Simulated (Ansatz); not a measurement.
Fields on a plane of MgO (rock salt)

```
CELL_PARAMETERS angstrom
      0.00000     2.10379     2.10379
      2.10379     0.00000     2.10379
      2.10379     2.10379     0.00000
ATOMIC_POSITIONS crystal
  O  0.00000 0.00000 0.00000
  Mg 0.50000 0.50000 0.50000
```

The slice is a {111} plane (indices of the conventional cell) through the point (0.000, 0.000, 0.000) (fractional), spanned by u = [100] and v = [-1 2 0] in vectors of this cell: u (2.98 Å) and v (5.15 Å, at 90° to u). It covers one period; positions are fractions (u, v).

Atoms on it: O at (0.00, 0.00); O at (0.50, 0.50).

Method: r2SCAN (plane waves to 500 eV, PAW, scalar-relativistic; Ansatz, a quantum-chemistry and plane-wave program). k mesh 13×13×13. Inside the PAW spheres the values are not all-electron values, and peaks at nuclei hang on which shells count as valence. MgO was relaxed with its symmetry unable to fall. The PAW data are Ansatz's earlier set.

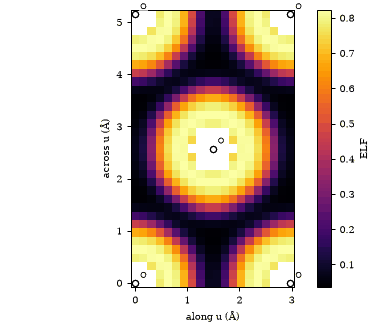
Fig. 1. Electron localisation function (ELF), one period of the plane, atoms marked. Points within 0.4 Å of a nucleus are left white, as the pseudised field means little there.

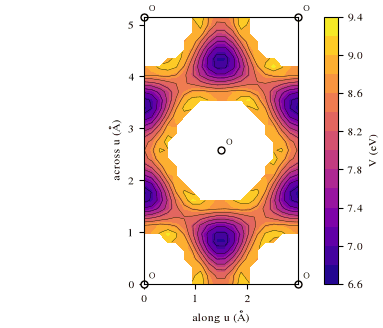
Fig. 1. Electrostatic potential energy of an electron, from the cell's mean, in eV, one period of the plane, atoms marked. Points within 0.9 Å of a nucleus are left white, as the pseudised field means little there. The zero, the cell's mean, hangs on the PAW cores.
